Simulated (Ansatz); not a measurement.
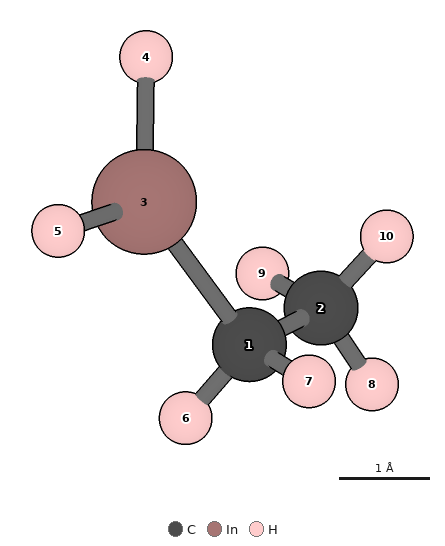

**Figure 1.** The structure as given in the input (ball-and-stick view, seen at a tilt; atoms are numbered from 1 in the order of the input). Sticks mark near contacts. Bond lengths as drawn: C–C 1.53 Å, C–H 1.10 to 1.11 Å, C–In 2.18 Å and H–In 1.74 Å.

# Run report: C$_{2}$H$_{7}$In, single-point calculation

The run: single-point calculation of C$_{2}$H$_{7}$In. Method and program: RKS r2SCAN-D4/def2-TZVP (Ansatz 0.2.0).

The geometry comes from this level: r2SCAN-D4/def2-SVP.

Input file:
```yaml
crystal:
  periodic: [false, false, false]
  atoms:
    - {symbol: C, position_ang: [-0.492723, -0.233868, 0.447839]}
    - {symbol: C, position_ang: [-0.270111, -1.120325, -0.775229]}
    - {symbol: In, position_ang: [0.747652, 1.559949, 0.556051]}
    - {symbol: H, position_ang: [1.906195, 1.899455, -0.696886]}
    - {symbol: H, position_ang: [0.598012, 2.660714, 1.893318]}
    - {symbol: H, position_ang: [-1.542529, 0.107153, 0.508871]}
    - {symbol: H, position_ang: [-0.317271, -0.793725, 1.385007]}
    - {symbol: H, position_ang: [-0.928796, -2.007517, -0.767747]}
    - {symbol: H, position_ang: [-0.467448, -0.581690, -1.717026]}
    - {symbol: H, position_ang: [0.767031, -1.490136, -0.834218]}
basis:
  gaussian: {orbitals: def2-TZVP, initial_orbitals: start.molden}
hamiltonian: {xc: r2scan, dispersion: d4}
scf: {omitted_lower_state_checks: [starts]}
output: {orbitals: {seedname: orbitals}}
```

Launch command:
```bash
ansatz run in.yaml --threads 2 --pin off --events-out ev --progress --plain --max-ram 4352MiB
```

Output:
```
Functional definition: r2SCAN
  name "r2SCAN"
  cite "Furness, Kaplan, Ning, Perdew & Sun, J. Phys. Chem. Lett. 11, 8208 (2020) doi:10.1021/acs.jpclett.0c02405"
  cite "Furness, Kaplan, Ning, Perdew & Sun, J. Phys. Chem. Lett. 11, 9248 (2020) doi:10.1021/acs.jpclett.0c03077"
  parent r2scan
  parameter k0 = 0.174
  parameter k1 = 0.065
  parameter a1 = 4.9479
  exchange = r2scan_x(k0 = k0, k1 = k1, a1 = a1)
  correlation = r2scan_c
these checks for a lower state are left out or cut short: starts
1056 factors; their error is unknown
mean field evaluation 1: about -7362.3957 eV, gradient 4.4e0 eV
mean field evaluation 2: about -7362.4279 eV, gradient 3.2e-2 eV
mean field evaluation 4: about -7362.4055 eV, gradient 2.5e-4 eV
mean field -7362.40553287 eV, -270.5634129154 hartree, gradient 1.7e-5 eV, S^2 0.000000; 0 other end points of the search recorded, 0 dependent functions left out
reference -7362.40555071 eV, -270.5634135709 hartree; 20, 20 occupied and 134, 134 virtual orbitals, 1056 factors
Total energy: -7362.44376090 eV, -270.5648177694 hartree
Checks for a lower state left out: starts
```

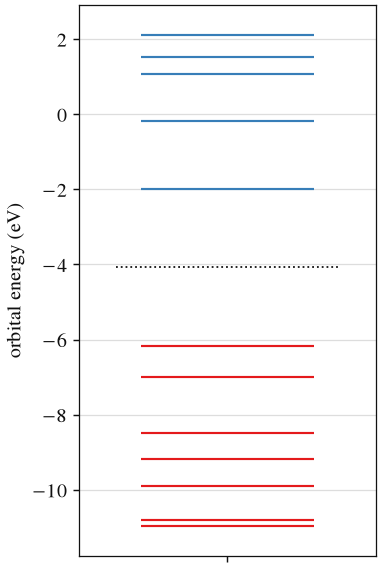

**Figure 2.** Orbital energies near the frontier; the dotted line parts filled from empty levels, and levels within 0.02 eV of each other stand side by side. Highest filled −6.17 eV, lowest empty −1.98 eV, 4.19 eV apart.

Summary:

```tsv
quantity	value
outcome	converged
total energy	−7362.4438 eV
mean-field energy	−7362.4056 eV
dispersion energy	−0.0382 eV
SCF solution under orbital rotations	stable
HOMO	−6.17 eV
LUMO	−1.98 eV
hardware	2 threads of Arm Neoverse V1, 23 GiB of memory available, shared host
wall time	4.1 s (CPU time 7.6 s)
peak memory	0.19 GiB
```
